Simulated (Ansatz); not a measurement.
## Run report: CH5AlO, molecular dynamics (part 3 of 5)

The same run, continued: CH5AlO; RKS PBE/cc-pVDZ (Ansatz 0.2.0). It belongs to a series of runs on one base structure; here: dynamics from the highest image of the converged band.

Geometry of the input (Å):
```
Al 0.3580  0.0493  -0.5850
O  0.7425  0.2223  1.3023
H  0.3838  -0.3216  2.0464
H  1.6862  -0.2894  0.4780
C  -1.5982  0.0267  -0.9894
H  -2.0186  -0.9690  -0.7188
H  -2.1257  0.7895  -0.3745
H  -1.8376  0.2108  -2.0572
```

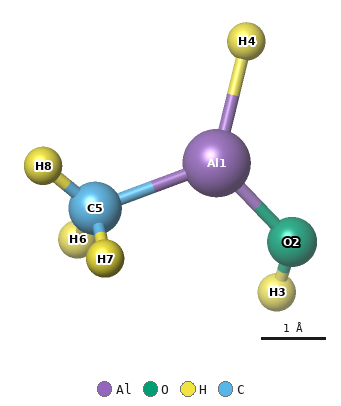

Fig. 1: The geometry at step 49 of the log (ball-and-stick view, seen at a tilt; atoms are numbered from 1 in the order of the input).

### Trajectory as extended XYZ, continued
```
8
Properties=species:S:1:pos:R:3:forces:R:3 step=16 time_fs=8.0 energy=-9753.46221 temperature=138.6
Al    0.3663    0.0498   -0.5728   -0.1202   0.0879   0.5789
O     0.7382    0.2244    1.3008   -0.7383  -0.3119   0.3576
H     0.3296   -0.4164    1.9503    0.1931   0.4372  -0.2273
H     1.7641   -0.2441    0.3396    0.3075  -0.1795  -0.6807
C    -1.6063    0.0249   -1.0002   -0.3165   0.2613   0.5694
H    -2.0692   -0.9297   -0.6309    0.2103   0.1455  -0.1586
H    -2.1188    0.8431   -0.3899    0.4481  -0.4719  -0.5248
H    -1.8763    0.1429   -2.0712    0.0160   0.0314   0.0854
8
Properties=species:S:1:pos:R:3:forces:R:3 step=18 time_fs=9.0 energy=-9753.50143 temperature=189.2
Al    0.3671    0.0499   -0.5708   -0.0689   0.0894   0.8026
O     0.7364    0.2243    1.3012   -0.6996  -0.1172   0.0946
H     0.3275   -0.4186    1.9347    0.0408   0.2531   0.0087
H     1.7844   -0.2447    0.3046    0.3220  -0.1876  -0.8568
C    -1.6073    0.0246   -1.0006   -0.2563   0.2520   0.4729
H    -2.0704   -0.9264   -0.6241    0.2048   0.1442  -0.1443
H    -2.1124    0.8506   -0.3985    0.4250  -0.4595  -0.4819
H    -1.8810    0.1357   -2.0722    0.0321   0.0256   0.1043
8
Properties=species:S:1:pos:R:3:forces:R:3 step=20 time_fs=10.0 energy=-9753.55985 temperature=264.5
Al    0.3679    0.0501   -0.5685   -0.0034   0.0867   1.0701
O     0.7342    0.2242    1.3016   -0.6196   0.1360  -0.2461
H     0.3257   -0.4185    1.9193   -0.1606   0.0066   0.3003
H     1.8078   -0.2471    0.2614    0.3274  -0.1890  -1.0495
C    -1.6085    0.0245   -1.0008   -0.0769   0.1553   0.2558
H    -2.0695   -0.9218   -0.6187    0.1721   0.0863  -0.1039
H    -2.1019    0.8538   -0.4116    0.3132  -0.3001  -0.3269
H    -1.8855    0.1288   -2.0722    0.0477   0.0181   0.1003
8
Properties=species:S:1:pos:R:3:forces:R:3 step=22 time_fs=11.0 energy=-9753.63710 temperature=364.2
Al    0.3687    0.0504   -0.5659    0.0724   0.0782   1.3779
O     0.7316    0.2241    1.3019   -0.5624   0.3221  -0.5507
H     0.3224   -0.4182    1.9068   -0.3364  -0.1794   0.5267
H     1.8342   -0.2513    0.2082    0.3169  -0.1793  -1.2471
C    -1.6097    0.0245   -1.0007    0.1962  -0.0209  -0.0468
H    -2.0671   -0.9164   -0.6142    0.1193  -0.0106  -0.0430
H    -2.0885    0.8542   -0.4278    0.1347  -0.0199  -0.0871
H    -1.8895    0.1220   -2.0713    0.0593   0.0098   0.0702
8
Properties=species:S:1:pos:R:3:forces:R:3 step=24 time_fs=12.0 energy=-9753.73905 temperature=495.8
Al    0.3696    0.0506   -0.5627    0.1558   0.0602   1.7158
O     0.7286    0.2242    1.3019   -0.5934   0.3184  -0.7110
H     0.3159   -0.4196    1.8992   -0.4093  -0.1829   0.5750
H     1.8637   -0.2572    0.1430    0.2815  -0.1544  -1.4352
C    -1.6108    0.0244   -1.0006    0.5076  -0.2362  -0.3698
H    -2.0635   -0.9111   -0.6102    0.0591  -0.1164   0.0273
H    -2.0739    0.8544   -0.4448   -0.0656   0.3099   0.1806
H    -1.8929    0.1154   -2.0698    0.0642   0.0014   0.0173
8
Properties=species:S:1:pos:R:3:forces:R:3 step=27 time_fs=13.5 energy=-9753.95899 temperature=779.5
Al    0.3709    0.0510   -0.5568    0.2977   0.0042   2.2346
O     0.7235    0.2247    1.3010   -0.8130  -0.0640  -0.6585
H     0.2991   -0.4241    1.8974   -0.2935   0.1768   0.2940
H     1.9128   -0.2687    0.0190    0.1580  -0.0826  -1.6639
C    -1.6116    0.0240   -1.0012    0.8672  -0.4399  -0.6916
H    -2.0572   -0.9054   -0.6034   -0.0121  -0.2136   0.1173
H    -2.0535    0.8610   -0.4664   -0.2634   0.6284   0.4488
H    -1.8969    0.1054   -2.0673    0.0592  -0.0093  -0.0807
8
Properties=species:S:1:pos:R:3:forces:R:3 step=29 time_fs=14.5 energy=-9754.15885 temperature=1037.0
Al    0.3719    0.0513   -0.5519    0.4102  -0.0604   2.5386
O     0.7195    0.2250    1.2999   -0.9775  -0.4015  -0.5610
H     0.2842   -0.4255    1.9002   -0.1504   0.4948   0.0156
H     1.9475   -0.2775   -0.0833    0.0114  -0.0110  -1.7517
C    -1.6114    0.0233   -1.0022    0.9407  -0.3730  -0.6960
H    -2.0531   -0.9041   -0.5977   -0.0297  -0.1986   0.1468
H    -2.0428    0.8724   -0.4759   -0.2569   0.5642   0.4417
H    -1.8989    0.0986   -2.0665    0.0521  -0.0145  -0.1340
8
Properties=species:S:1:pos:R:3:forces:R:3 step=31 time_fs=15.5 energy=-9754.39671 temperature=1343.3
Al    0.3731    0.0516   -0.5461    0.5433  -0.1493   2.7505
O     0.7149    0.2251    1.2985   -1.0606  -0.6418  -0.5348
H     0.2679   -0.4223    1.9032   -0.0413   0.7152  -0.1966
H     1.9824   -0.2863   -0.2023   -0.1984   0.0771  -1.7573
C    -1.6103    0.0223   -1.0038    0.8827  -0.1455  -0.5423
H    -2.0492   -0.9046   -0.5905   -0.0208  -0.1151   0.1441
H    -2.0345    0.8892   -0.4812   -0.1537   0.2778   0.2940
H    -1.9004    0.0917   -2.0670    0.0489  -0.0184  -0.1576
8
Properties=species:S:1:pos:R:3:forces:R:3 step=33 time_fs=16.5 energy=-9754.65593 temperature=1676.9
Al    0.3745    0.0518   -0.5393    0.6968  -0.2561   2.8121
O     0.7096    0.2248    1.2968   -1.0100  -0.7055  -0.6325
H     0.2511   -0.4123    1.9043   -0.0130   0.7595  -0.2696
H     2.0153   -0.2944   -0.3380   -0.4730   0.1758  -1.6519
C    -1.6086    0.0212   -1.0058    0.7550   0.1478  -0.3099
H    -2.0455   -0.9062   -0.5820    0.0059   0.0155   0.1127
H    -2.0276    0.9085   -0.4837   -0.0166  -0.1152   0.0804
H    -1.9013    0.0847   -2.0689    0.0549  -0.0218  -0.1413
8
Properties=species:S:1:pos:R:3:forces:R:3 step=36 time_fs=18.0 energy=-9755.03000 temperature=2158.2
Al    0.3770    0.0519   -0.5272    0.9409  -0.4193   2.5372
O     0.7007    0.2236    1.2934   -0.6600  -0.4675  -0.9985
H     0.2253   -0.3843    1.9017   -0.1547   0.4926  -0.0842
H     2.0551   -0.3031   -0.5704   -0.9655   0.3246  -1.2554
C    -1.6049    0.0198   -1.0092    0.5790   0.4917   0.0078
H    -2.0398   -0.9078   -0.5674    0.0475   0.2204   0.0371
H    -2.0173    0.9343   -0.4867    0.1271  -0.6148  -0.1934
H    -1.9018    0.0737   -2.0742    0.0857  -0.0277  -0.0505
8
Properties=species:S:1:pos:R:3:forces:R:3 step=38 time_fs=19.0 energy=-9755.23317 temperature=2419.8
Al    0.3791    0.0518   -0.5180    1.0792  -0.5098   2.1085
O     0.6942    0.2224    1.2904   -0.3052  -0.1951  -1.2879
H     0.2065   -0.3593    1.8986   -0.3315   0.2022   0.1605
H     2.0708   -0.3052   -0.7410   -1.2910   0.4101  -0.8521
C    -1.6018    0.0193   -1.0116    0.5333   0.5803   0.1326
H    -2.0355   -0.9066   -0.5571    0.0571   0.3116  -0.0112
H    -2.0091    0.9449   -0.4906    0.1413  -0.7667  -0.2799
H    -1.9011    0.0660   -2.0784    0.1169  -0.0325   0.0295
8
Properties=species:S:1:pos:R:3:forces:R:3 step=40 time_fs=20.0 energy=-9755.38164 temperature=2611.1
Al    0.3816    0.0516   -0.5080    1.1632  -0.5765   1.5228
O     0.6875    0.2211    1.2867    0.0255   0.0138  -1.4542
H     0.1846   -0.3324    1.8970   -0.4728  -0.0203   0.3551
H     2.0741   -0.3034   -0.9196   -1.5615   0.4747  -0.3800
C    -1.5983    0.0193   -1.0138    0.5660   0.5431   0.1755
H    -2.0306   -0.9024   -0.5468    0.0440   0.3397  -0.0439
H    -1.9996    0.9483   -0.4971    0.0855  -0.7369  -0.2734
H    -1.8993    0.0580   -2.0824    0.1502  -0.0375   0.0981
8
Properties=species:S:1:pos:R:3:forces:R:3 step=42 time_fs=21.0 energy=-9755.47130 temperature=2726.6
Al    0.3845    0.0511   -0.4976    1.1684  -0.6175   0.8297
O     0.6809    0.2198    1.2821    0.2097   0.0479  -1.3556
H     0.1582   -0.3055    1.8987   -0.4676  -0.0603   0.3612
H     2.0626   -0.2971   -1.1019   -1.7431   0.5132   0.1165
C    -1.5943    0.0197   -1.0158    0.6779   0.3893   0.1472
H    -2.0254   -0.8950   -0.5370    0.0078   0.2987  -0.0547
H    -1.9894    0.9446   -0.5062   -0.0322  -0.5292  -0.1794
H    -1.8960    0.0497   -2.0854    0.1792  -0.0422   0.1352
8
Properties=species:S:1:pos:R:3:forces:R:3 step=44 time_fs=22.0 energy=-9755.49937 temperature=2762.7
Al    0.3878    0.0504   -0.4868    1.0840  -0.6336   0.0786
O     0.6743    0.2185    1.2767    0.2030  -0.0884  -0.9621
H     0.1275   -0.2791    1.9038   -0.2780   0.0792   0.1457
H     2.0345   -0.2859   -1.2830   -1.8213   0.5246   0.5972
C    -1.5898    0.0204   -1.0178    0.8532   0.1461   0.0753
H    -2.0200   -0.8847   -0.5278   -0.0466   0.1985  -0.0440
H    -1.9794    0.9361   -0.5170   -0.1932  -0.1805  -0.0202
H    -1.8911    0.0410   -2.0872    0.1990  -0.0460   0.1293
8
Properties=species:S:1:pos:R:3:forces:R:3 step=47 time_fs=23.5 energy=-9755.42812 temperature=2671.4
Al    0.3935    0.0489   -0.4706    0.8044  -0.6151  -1.0665
O     0.6647    0.2164    1.2676    0.0103  -0.3626  -0.0864
H     0.0774   -0.2374    1.9128    0.1681   0.3725  -0.3455
H     1.9597   -0.2597   -1.5428   -1.7561   0.4972   1.2275
C    -1.5816    0.0217   -1.0206    1.1392  -0.2406   0.0008
H    -2.0131   -0.8663   -0.5145   -0.1398  -0.0069  -0.0056
H    -1.9685    0.9212   -0.5329   -0.4332   0.4052   0.2317
H    -1.8800    0.0270   -2.0877    0.2071  -0.0496   0.0440
8
Properties=species:S:1:pos:R:3:forces:R:3 step=49 time_fs=24.5 energy=-9755.32995 temperature=2545.4
Al    0.3976    0.0476   -0.4603    0.5428  -0.5779  -1.7988
O     0.6583    0.2148    1.2614   -0.0604  -0.4380   0.4503
H     0.0453   -0.2056    1.9155    0.3900   0.4657  -0.5688
H     1.8887   -0.2362   -1.7021   -1.6150   0.4564   1.5673
C    -1.5751    0.0223   -1.0225    1.2446  -0.3670   0.0738
H    -2.0100   -0.8538   -0.5058   -0.1899  -0.1283   0.0128
H    -1.9660    0.9153   -0.5412   -0.5129   0.6386   0.3050
H    -1.8702    0.0171   -2.0874    0.2008  -0.0497  -0.0415
8
Properties=species:S:1:pos:R:3:forces:R:3 step=51 time_fs=25.5 energy=-9755.22087 temperature=2405.0
Al    0.4020    0.0462   -0.4506    0.2464  -0.5240  -2.4827
O     0.6519    0.2129    1.2554    0.0146  -0.3880   0.8252
H     0.0169   -0.1694    1.9128    0.4501   0.4346  -0.6049
H     1.8023   -0.2084   -1.8464   -1.4181   0.4037   1.8397
C    -1.5676    0.0226   -1.0243    1.2084  -0.3082   0.2918
H    -2.0087   -0.8424   -0.4970   -0.2147  -0.1979   0.0061
H    -1.9684    0.9154   -0.5466   -0.4783   0.6269   0.2444
H    -1.8585    0.0068   -2.0875    0.1917  -0.0471  -0.1195
8
Properties=species:S:1:pos:R:3:forces:R:3 step=53 time_fs=26.5 energy=-9755.11240 temperature=2265.1
Al    0.4064    0.0445   -0.4418   -0.0659  -0.4570  -3.1049
O     0.6455    0.2108    1.2500    0.2608  -0.2394   1.0096
H    -0.0073   -0.1290    1.9044    0.3230   0.3041  -0.4427
H     1.7024   -0.1767   -1.9732   -1.1818   0.3433   2.0487
C    -1.5591    0.0227   -1.0259    1.0185  -0.1000   0.6177
H    -2.0094   -0.8330   -0.4882   -0.2068  -0.1998  -0.0351
H    -1.9753    0.9213   -0.5497   -0.3350   0.3896   0.0676
H    -1.8449   -0.0040   -2.0888    0.1871  -0.0409  -0.1609
8
Properties=species:S:1:pos:R:3:forces:R:3 step=56 time_fs=28.0 energy=-9754.94409 temperature=2048.2
Al    0.4130    0.0417   -0.4307   -0.5364  -0.3408  -3.9005
O     0.6363    0.2074    1.2430    0.8458   0.0314   1.0482
H    -0.0388   -0.0637    1.8849   -0.1080   0.0592   0.0178
H     1.5321   -0.1233   -2.1262   -0.7778   0.2450   2.2554
C    -1.5450    0.0228   -1.0272    0.5430   0.2559   1.1069
H    -2.0141   -0.8221   -0.4758   -0.1406  -0.0997  -0.1504
H    -1.9910    0.9360   -0.5539   -0.0271  -0.1271  -0.2621
H    -1.8212   -0.0209   -2.0934    0.2010  -0.0239  -0.1154
8
Properties=species:S:1:pos:R:3:forces:R:3 step=58 time_fs=29.0 energy=-9754.83137 temperature=1903.2
Al    0.4172    0.0397   -0.4250   -0.8417  -0.2574  -4.3251
O     0.6307    0.2051    1.2391    1.1803   0.1383   1.1121
H    -0.0605   -0.0190    1.8715   -0.3505  -0.0315   0.2512
H     1.4087   -0.0846   -2.2015   -0.4844   0.1772   2.3286
C    -1.5349    0.0231   -1.0271    0.1950   0.3910   1.3159
H    -2.0190   -0.8162   -0.4692   -0.0793  -0.0084  -0.2366
H    -2.0022    0.9451   -0.5594    0.1564  -0.4014  -0.4271
H    -1.8030   -0.0325   -2.0979    0.2244  -0.0079  -0.0190
8
Properties=species:S:1:pos:R:3:forces:R:3 step=60 time_fs=30.0 energy=-9754.73371 temperature=1777.4
Al    0.4210    0.0376   -0.4209   -1.1366  -0.1704  -4.6506
O     0.6258    0.2029    1.2358    1.2838   0.1515   1.3596
H    -0.0853    0.0254    1.8603   -0.3666  -0.0304   0.2546
H     1.2807   -0.0442   -2.2546   -0.1744   0.1095   2.3518
C    -1.5247    0.0237   -1.0259   -0.1119   0.4056   1.3961
H    -2.0246   -0.8105   -0.4648   -0.0247   0.0638  -0.3045
H    -2.0120    0.9504   -0.5689    0.2777  -0.5395  -0.5079
H    -1.7826   -0.0442   -2.1026    0.2526   0.0099   0.1009
8
Properties=species:S:1:pos:R:3:forces:R:3 step=62 time_fs=31.0 energy=-9754.65912 temperature=1681.1
Al    0.4245    0.0355   -0.4184   -1.4173  -0.0780  -4.8588
O     0.6217    0.2008    1.2335    1.1249   0.1141   1.7759
H    -0.1135    0.0695    1.8513   -0.1244   0.0167   0.0258
H     1.1510   -0.0027   -2.2851    0.1528   0.0433   2.3230
C    -1.5146    0.0245   -1.0235   -0.3404   0.3038   1.3611
H    -2.0306   -0.8041   -0.4633    0.0083   0.0939  -0.3375
H    -2.0191    0.9506   -0.5832    0.3186  -0.5203  -0.4991
H    -1.7598   -0.0557   -2.1064    0.2775   0.0265   0.2096
8
Properties=species:S:1:pos:R:3:forces:R:3 step=64 time_fs=32.0 energy=-9754.60340 temperature=1609.1
Al    0.4275    0.0333   -0.4177   -1.6773   0.0232  -4.9257
O     0.6183    0.1988    1.2321    0.8310   0.0890   2.2038
H    -0.1428    0.1138    1.8426    0.2452   0.0428  -0.2958
H     1.0228    0.0392   -2.2934    0.4977  -0.0192   2.2353
C    -1.5047    0.0257   -1.0201   -0.4718   0.1009   1.2442
H    -2.0364   -0.7968   -0.4650    0.0098   0.0732  -0.3281
H    -2.0233    0.9459   -0.6022    0.2740  -0.3484  -0.4104
H    -1.7344   -0.0670   -2.1081    0.2916   0.0385   0.2767
8
Properties=species:S:1:pos:R:3:forces:R:3 step=67 time_fs=33.5 energy=-9754.53954 temperature=1526.5
Al    0.4307    0.0300   -0.4198   -2.0050   0.1947  -4.6995
O     0.6140    0.1958    1.2327    0.5100   0.1201   2.5039
H    -0.1814    0.1809    1.8235    0.6526  -0.0088  -0.6153
H     0.8406    0.1015   -2.2664    1.0441  -0.0990   1.9630
C    -1.4907    0.0275   -1.0132   -0.5071  -0.3323   1.0088
H    -2.0451   -0.7849   -0.4733   -0.0493  -0.0379  -0.2438
H    -2.0250    0.9337   -0.6377    0.0724   0.1212  -0.1826
H    -1.6910   -0.0833   -2.1058    0.2823   0.0419   0.2655
8
Properties=species:S:1:pos:R:3:forces:R:3 step=69 time_fs=34.5 energy=-9754.50257 temperature=1478.7
Al    0.4320    0.0279   -0.4234   -2.1604   0.3172  -4.2872
O     0.6116    0.1940    1.2349    0.5241   0.1545   2.3688
H    -0.2000    0.2256    1.8039    0.6696  -0.0724  -0.6129
H     0.7308    0.1419   -2.2245    1.4156  -0.1342   1.6539
C    -1.4818    0.0284   -1.0075   -0.4942  -0.6250   0.8798
H    -2.0514   -0.7772   -0.4819   -0.1170  -0.1353  -0.1614
H    -2.0250    0.9263   -0.6638   -0.0921   0.4619  -0.0284
H    -1.6587   -0.0936   -2.1011    0.2544   0.0333   0.1875
8
Properties=species:S:1:pos:R:3:forces:R:3 step=71 time_fs=35.5 energy=-9754.46168 temperature=1425.7
Al    0.4326    0.0260   -0.4285   -2.2459   0.4328  -3.6292
O     0.6095    0.1922    1.2386    0.7362   0.1592   1.9937
H    -0.2122    0.2697    1.7784    0.4635  -0.1166  -0.4501
H     0.6346    0.1811   -2.1669    1.7729  -0.1433   1.2020
C    -1.4733    0.0288   -1.0011   -0.5522  -0.8226   0.8146
H    -2.0589   -0.7708   -0.4920   -0.1859  -0.2175  -0.0814
H    -2.0259    0.9232   -0.6903   -0.1991   0.6890   0.0722
H    -1.6240   -0.1037   -2.0946    0.2105   0.0190   0.0782
8
Properties=species:S:1:pos:R:3:forces:R:3 step=73 time_fs=36.5 energy=-9754.40387 temperature=1350.8
Al    0.4323    0.0241   -0.4349   -2.2487   0.5196  -2.6970
O     0.6079    0.1905    1.2434    1.0701   0.1139   1.4807
H    -0.2202    0.3126    1.7488    0.1118  -0.1177  -0.2045
H     0.5554    0.2190   -2.0979    2.0920  -0.1093   0.5644
C    -1.4653    0.0285   -0.9941   -0.7605  -0.8610   0.8092
H    -2.0681   -0.7665   -0.5029   -0.2333  -0.2556  -0.0224
H    -2.0286    0.9266   -0.7161   -0.1850   0.7056   0.0960
H    -1.5872   -0.1135   -2.0873    0.1537   0.0046  -0.0265
8
Properties=species:S:1:pos:R:3:forces:R:3 step=76 time_fs=38.0 energy=-9754.25555 temperature=1159.5
Al    0.4304    0.0217   -0.4461   -2.1082   0.5330  -0.7922
O     0.6067    0.1881    1.2523    1.4423  -0.0028   0.7681
H    -0.2310    0.3750    1.7012   -0.3160  -0.0755   0.0649
H     0.4747    0.2741   -1.9869    2.4512   0.0732  -0.7864
C    -1.4546    0.0269   -0.9823   -1.3606  -0.6700   0.7993
H    -2.0861   -0.7645   -0.5196   -0.2281  -0.1970   0.0086
H    -2.0354    0.9436   -0.7532    0.0672   0.3426   0.0331
H    -1.5296   -0.1282   -2.0770    0.0521  -0.0034  -0.0954
8
Properties=species:S:1:pos:R:3:forces:R:3 step=78 time_fs=39.0 energy=-9754.12318 temperature=989.8
Al    0.4282    0.0204   -0.4541   -1.9632   0.4378   0.6626
O     0.6069    0.1865    1.2588    1.3736  -0.0295   0.4803
H    -0.2414    0.4156    1.6699   -0.2885  -0.0971   0.0629
H     0.4498    0.3115   -1.9205    2.5976   0.3008  -1.8378
C    -1.4487    0.0251   -0.9736   -1.8298  -0.5115   0.7019
H    -2.1008   -0.7656   -0.5307   -0.1716  -0.0891  -0.0019
H    -2.0395    0.9596   -0.7775    0.3014  -0.0168  -0.0125
H    -1.4904   -0.1381   -2.0712   -0.0195   0.0054  -0.0555
8
Properties=species:S:1:pos:R:3:forces:R:3 step=80 time_fs=40.0 energy=-9754.01949 temperature=857.8
Al    0.4253    0.0192   -0.4618   -1.8336   0.2977   1.9366
O     0.6080    0.1848    1.2657    1.0463   0.0304   0.3226
H    -0.2544    0.4553    1.6391    0.0022  -0.2012  -0.0475
H     0.4498    0.3518   -1.8716    2.6788   0.5666  -2.7056
C    -1.4443    0.0229   -0.9644   -2.2192  -0.4257   0.4995
H    -2.1172   -0.7675   -0.5418   -0.0879   0.0447  -0.0205
H    -2.0407    0.9755   -0.8018    0.5034  -0.3357  -0.0265
H    -1.4514   -0.1478   -2.0659   -0.0900   0.0233   0.0414
8
Properties=species:S:1:pos:R:3:forces:R:3 step=82 time_fs=41.0 energy=-9754.02636 temperature=867.7
Al    0.4217    0.0181   -0.4688   -1.7363   0.2229   2.6381
O     0.6097    0.1832    1.2727    0.6215   0.1503   0.1957
H    -0.2673    0.4929    1.6078    0.3914  -0.3583  -0.1608
H     0.4753    0.3975   -1.8482    2.6920   0.7464  -3.0051
C    -1.4416    0.0203   -0.9548   -2.4414  -0.4370   0.2045
H    -2.1344   -0.7690   -0.5531    0.0037   0.1701  -0.0302
H    -2.0372    0.9882   -0.8264    0.6269  -0.5381  -0.0032
H    -1.4132   -0.1574   -2.0602   -0.1579   0.0439   0.1611
```
